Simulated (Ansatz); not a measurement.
## Frequency calculation of AlCl2F

AlCl2F, computed with RKS PBE0-D4/def2-TZVP (Ansatz 0.2.0).

The geometry comes from this level: PBE0-D4/def2-TZVP. Figures and captions count atoms from 1; the log counts them from 0 in places.

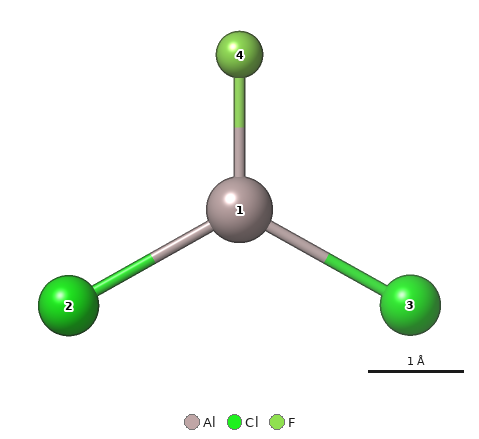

Fig. 1: The input geometry (ball-and-stick view, seen at a tilt; atoms are numbered from 1 in the order of the input). Sticks mark near contacts. Bond lengths as drawn: Al–Cl 2.06 Å and Al–F 1.63 Å.

### Input file
```yaml
crystal:
  periodic: [false, false, false]
  atoms:
    - {symbol: Al, position_ang: [-0.902479, -0.726662, -0.214603]}
    - {symbol: Cl, position_ang: [0.005669, -1.774280, -1.744601]}
    - {symbol: Cl, position_ang: [-2.703084, 0.244851, -0.492315]}
    - {symbol: F, position_ang: [-0.180249, -0.665035, 1.248260]}
basis:
  gaussian: {orbitals: def2-TZVP}
hamiltonian: {xc: pbe0, dispersion: d4}
phonons: {temperatures: {t_min: 298.15, t_max: 900, t_step: 200}}
```

Hardware: 4 threads of Arm Neoverse V1, 23 GiB of memory available, shared host.

Run as:
```bash
ansatz run in.yaml --threads 4 --pin off --events-out ev --progress --plain --max-ram 9574MiB
```

### What the program printed
```
Functional definition: PBE0
  name "PBE0"
  cite "Adamo & Barone, J. Chem. Phys. 110, 6158 (1999) doi:10.1063/1.478522"
  cite "Perdew, Burke & Ernzerhof, Phys. Rev. Lett. 77, 3865 (1996) doi:10.1103/PhysRevLett.77.3865"
  parent pbe
  parameter a = 0.25
  parameter kappa = 0.804
  parameter beta = 0.06672455060314922
  exchange = (1 - a)*pbe_x(kappa = kappa, mu = beta*pi^2/3) + a*exact_x
  correlation = pbe_c(beta = beta)
971 factors; their error is unknown
mean field evaluation 1: about -34350.7965 eV, gradient 4.0e1 eV
mean field evaluation 2: about -34346.9188 eV, gradient 6.7e1 eV
mean field evaluation 4: about -34353.2671 eV, gradient 1.3e0 eV
mean field evaluation 8: about -34353.2693 eV, gradient 8.5e-3 eV
mean field evaluation 16: about -34353.3672 eV, gradient 2.7e-5 eV
mean field -34353.36723902 eV, -1262.4629604854 hartree, gradient 2.7e-5 eV, S^2 0.000000; 0 other end points of the search recorded, 0 dependent functions left out
the calculation of the forces begins
reference -34353.36726649 eV, -1262.4629614947 hartree; 28, 28 occupied and 114, 114 virtual orbitals, 971 factors
these checks for a lower state are left out or cut short: stability, starts, cluster_reference, orbital_swaps, neighbouring_geometries, increment
971 factors; their error is unknown
mean field -34353.36721655 eV, -1262.4629596596 hartree, gradient 2.2e-6 eV, S^2 0.000000; 0 other end points of the search recorded, 0 dependent functions left out
the calculation of the forces begins
reference -34353.36724402 eV, -1262.4629606690 hartree; 28, 28 occupied and 114, 114 virtual orbitals, 971 factors
these checks for a lower state are left out or cut short: stability, starts, cluster_reference, orbital_swaps, neighbouring_geometries, increment
971 factors; their error is unknown
mean field -34353.36721720 eV, -1262.4629596836 hartree, gradient 2.0e-6 eV, S^2 0.000000; 0 other end points of the search recorded, 0 dependent functions left out
the calculation of the forces begins
reference -34353.36724466 eV, -1262.4629606927 hartree; 28, 28 occupied and 114, 114 virtual orbitals, 971 factors
these checks for a lower state are left out or cut short: stability, starts, cluster_reference, orbital_swaps, neighbouring_geometries, increment
971 factors; their error is unknown
mean field evaluation 32: about -34353.2690 eV, gradient 1.7e-1 eV
mean field -34353.36713652 eV, -1262.4629567187 hartree, gradient 6.1e-7 eV, S^2 0.000000; 0 other end points of the search recorded, 0 dependent functions left out
the calculation of the forces begins
reference -34353.36716400 eV, -1262.4629577282 hartree; 28, 28 occupied and 114, 114 virtual orbitals, 971 factors
these checks for a lower state are left out or cut short: stability, starts, cluster_reference, orbital_swaps, neighbouring_geometries, increment
971 factors; their error is unknown
mean field -34353.36713884 eV, -1262.4629568039 hartree, gradient 6.4e-7 eV, S^2 0.000000; 0 other end points of the search recorded, 0 dependent functions left out
the calculation of the forces begins
reference -34353.36716630 eV, -1262.4629578128 hartree; 28, 28 occupied and 114, 114 virtual orbitals, 971 factors
these checks for a lower state are left out or cut short: stability, starts, cluster_reference, orbital_swaps, neighbouring_geometries, increment
971 factors; their error is unknown
mean field -34353.36724724 eV, -1262.4629607875 hartree, gradient 1.8e-6 eV, S^2 0.000000; 0 other end points of the search recorded, 0 dependent functions left out
the calculation of the forces begins
reference -34353.36727470 eV, -1262.4629617967 hartree; 28, 28 occupied and 114, 114 virtual orbitals, 971 factors
these checks for a lower state are left out or cut short: stability, starts, cluster_reference, orbital_swaps, neighbouring_geometries, increment
971 factors; their error is unknown
mean field -34353.36720439 eV, -1262.4629592125 hartree, gradient 1.8e-6 eV, S^2 0.000000; 0 other end points of the search recorded, 0 dependent functions left out
the calculation of the forces begins
reference -34353.36723185 eV, -1262.4629602218 hartree; 28, 28 occupied and 114, 114 virtual orbitals, 971 factors
these checks for a lower state are left out or cut short: stability, starts, cluster_reference, orbital_swaps, neighbouring_geometries, increment
971 factors; their error is unknown
mean field -34353.36720387 eV, -1262.4629591935 hartree, gradient 1.7e-6 eV, S^2 0.000000; 0 other end points of the search recorded, 0 dependent functions left out
the calculation of the forces begins
reference -34353.36723133 eV, -1262.4629602027 hartree; 28, 28 occupied and 114, 114 virtual orbitals, 971 factors
these checks for a lower state are left out or cut short: stability, starts, cluster_reference, orbital_swaps, neighbouring_geometries, increment
971 factors; their error is unknown
mean field evaluation 64: about -34353.3672 eV, gradient 1.4e-5 eV
mean field -34353.36724272 eV, -1262.4629606214 hartree, gradient 1.8e-6 eV, S^2 0.000000; 0 other end points of the search recorded, 0 dependent functions left out
the calculation of the forces begins
reference -34353.36727019 eV, -1262.4629616307 hartree; 28, 28 occupied and 114, 114 virtual orbitals, 971 factors
these checks for a lower state are left out or cut short: stability, starts, cluster_reference, orbital_swaps, neighbouring_geometries, increment
971 factors; their error is unknown
mean field -34353.36718606 eV, -1262.4629585391 hartree, gradient 2.1e-6 eV, S^2 0.000000; 0 other end points of the search recorded, 0 dependent functions left out
the calculation of the forces begins
reference -34353.36721352 eV, -1262.4629595482 hartree; 28, 28 occupied and 114, 114 virtual orbitals, 971 factors
these checks for a lower state are left out or cut short: stability, starts, cluster_reference, orbital_swaps, neighbouring_geometries, increment
971 factors; their error is unknown
mean field -34353.36722629 eV, -1262.4629600177 hartree, gradient 2.0e-6 eV, S^2 0.000000; 0 other end points of the search recorded, 0 dependent functions left out
the calculation of the forces begins
reference -34353.36725376 eV, -1262.4629610271 hartree; 28, 28 occupied and 114, 114 virtual orbitals, 971 factors
these checks for a lower state are left out or cut short: stability, starts, cluster_reference, orbital_swaps, neighbouring_geometries, increment
971 factors; their error is unknown
mean field -34353.36723469 eV, -1262.4629603261 hartree, gradient 8.4e-7 eV, S^2 0.000000; 0 other end points of the search recorded, 0 dependent functions left out
the calculation of the forces begins
reference -34353.36726215 eV, -1262.4629613354 hartree; 28, 28 occupied and 114, 114 virtual orbitals, 971 factors
these checks for a lower state are left out or cut short: stability, starts, cluster_reference, orbital_swaps, neighbouring_geometries, increment
971 factors; their error is unknown
mean field -34353.36722303 eV, -1262.4629598976 hartree, gradient 9.4e-7 eV, S^2 0.000000; 0 other end points of the search recorded, 0 dependent functions left out
the calculation of the forces begins
reference -34353.36725049 eV, -1262.4629609069 hartree; 28, 28 occupied and 114, 114 virtual orbitals, 971 factors
these checks for a lower state are left out or cut short: stability, starts, cluster_reference, orbital_swaps, neighbouring_geometries, increment
971 factors; their error is unknown
mean field evaluation 96: about -34353.3672 eV, gradient 2.9e-5 eV
mean field -34353.36720500 eV, -1262.4629592352 hartree, gradient 1.1e-6 eV, S^2 0.000000; 0 other end points of the search recorded, 0 dependent functions left out
the calculation of the forces begins
reference -34353.36723246 eV, -1262.4629602444 hartree; 28, 28 occupied and 114, 114 virtual orbitals, 971 factors
these checks for a lower state are left out or cut short: stability, starts, cluster_reference, orbital_swaps, neighbouring_geometries, increment
971 factors; their error is unknown
mean field -34353.36717762 eV, -1262.4629582288 hartree, gradient 1.3e-6 eV, S^2 0.000000; 0 other end points of the search recorded, 0 dependent functions left out
the calculation of the forces begins
reference -34353.36720508 eV, -1262.4629592382 hartree; 28, 28 occupied and 114, 114 virtual orbitals, 971 factors
Total energy: -34353.45889772 eV, -1262.4663288803 hartree
Atom 0 at    -0.902479    -0.726662    -0.214603 Å, force     0.000076     0.000059     0.000070 eV/Å
Atom 1 at     0.005669    -1.774280    -1.744601 Å, force     0.000251    -0.000201    -0.000081 eV/Å
Atom 2 at    -2.703084     0.244851    -0.492315 Å, force    -0.000244     0.000169     0.000148 eV/Å
Atom 3 at    -0.180249    -0.665035     1.248260 Å, force    -0.000083    -0.000027    -0.000137 eV/Å
Dipole moment:    -0.042789    -0.003664    -0.086645 e Å
Vibrations: 149.25 202.55 232.57 438.64 638.12 891.94 cm⁻¹, zero-point energy 0.158270 eV
```

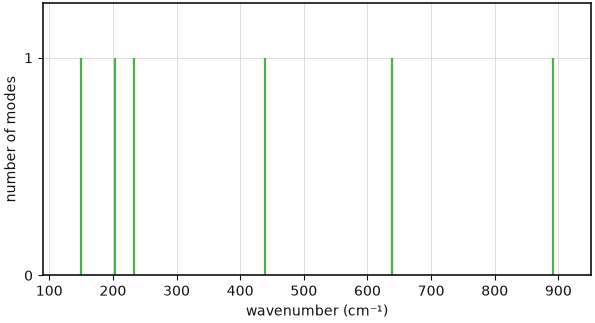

Fig. 2: Harmonic vibrational wavenumbers from the force constants; neighbouring modes closer than 3 cm⁻¹ are counted in one stick. 6 modes from 149 to 892 cm⁻¹, none imaginary.

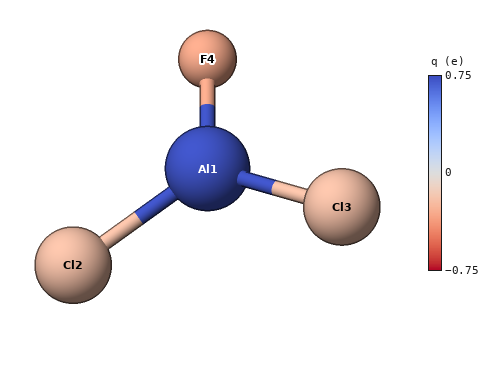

Fig. 3: Mulliken charges, as the colour of each atom (ball-and-stick view, seen at a tilt; atoms are numbered from 1 in the order of the input). By element: Al +0.72, Cl −0.20 and F −0.31 e.

### Key numbers

```json
{"quantity": "outcome", "value": "converged"}
{"quantity": "total energy", "value": "−34353.4589 eV"}
{"quantity": "mean-field energy", "value": "−34353.3673 eV"}
{"quantity": "dispersion energy", "value": "−0.0916 eV"}
{"quantity": "largest force (length of the vector)", "value": "under 0.001 eV/Å"}
{"quantity": "dipole moment", "value": "0.46 D"}
{"quantity": "wall time", "value": "15 s (CPU time 55 s)"}
{"quantity": "peak memory", "value": "0.48 GiB"}
```
